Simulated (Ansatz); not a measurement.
Input

```
crystal:
  lattice:
    - [1.2822269294, 0.7402940629, 4.7642472243]
    - [-1.2822269294, 0.7402940629, 4.7642472243]
    - [0.0, -1.4805881257, 4.7642472243]
  atoms:
    - { symbol: Co, position: [0.0, 0.0, 0.0] }
    - { symbol: H, position: [0.6018024326, 0.6018024326, 0.6018024326] }
    - { symbol: H, position: [0.1069392542, 0.1069392542, 0.1069392542] }
    - { symbol: H, position: [0.8930607458, 0.8930607458, 0.8930607458] }
    - { symbol: H, position: [0.3981975674, 0.3981975674, 0.3981975674] }
basis:
  ecutwfc: 420
kpoints:
  mp_grid: { grid: [12, 12, 12] }
hamiltonian:
  xc: pbe
scf:
  occupations: { method: gaussian, width: 0.1 }
output:
  forces: true
  stress: true
  eigenvalues: true
  write_density: true
  write_potential: true
  elf: true
  volumetric_format: npy
relax:
  adjacent_minimum: "off"
  f_tol: 0.01
  max_steps: 80
  cell: { stress_tol: 0.05 }
```

Command:

```sh
ansatz run input.yaml --threads 1 --pin off --max-ram 2560MiB --backend cpu --events-out ev --progress --plain --runs-dir out
```

Below, planes, directions and counts refer to the conventional cell (a = 2.56 Å, b = 2.56 Å, c = 14.67 Å, α = 90.00°, β = 90.00°, γ = 120.00°).

The fields are those of the relaxed geometry.

Space group R-3m; a generated structure, not necessarily the stable one; computed without spin polarisation.

These are results of DFT PBE, scalar-relativistic, plane waves, PAW in Ansatz, not measurements.

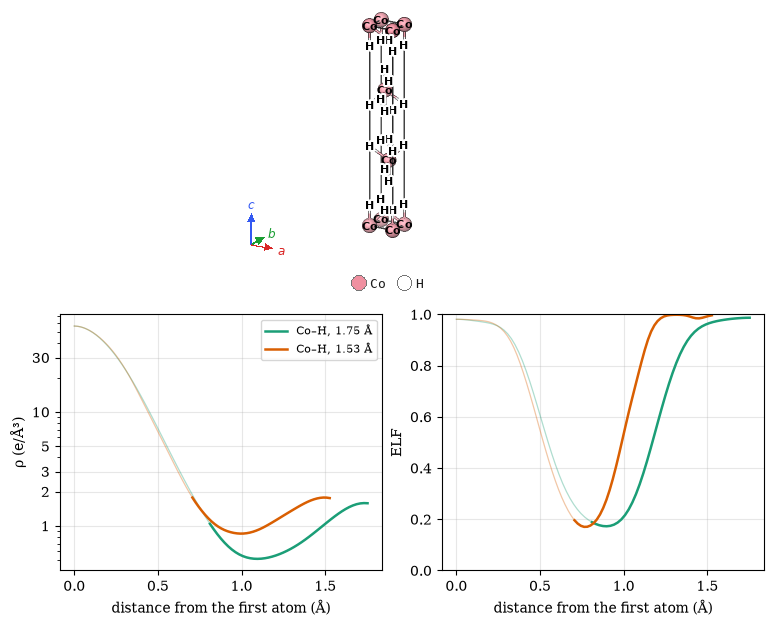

CoH4. Valence charge density (pseudo) and ELF along straight lines between neighbouring atoms. Thin, pale parts lie inside the atomic spheres. The structure is drawn too.

Core electrons are frozen (PAW), and the valence fields are smoothed inside the atomic spheres.

Q: What can be read from the curves?

A: Co–H (1.75 Å): ρ at the midpoint is about 0.77 e/Å³; the ELF climbs to about 1 towards the hydrogen.
Co–H (1.53 Å): ρ at the midpoint is about 1.3 e/Å³; the ELF climbs to about 1 towards the hydrogen.
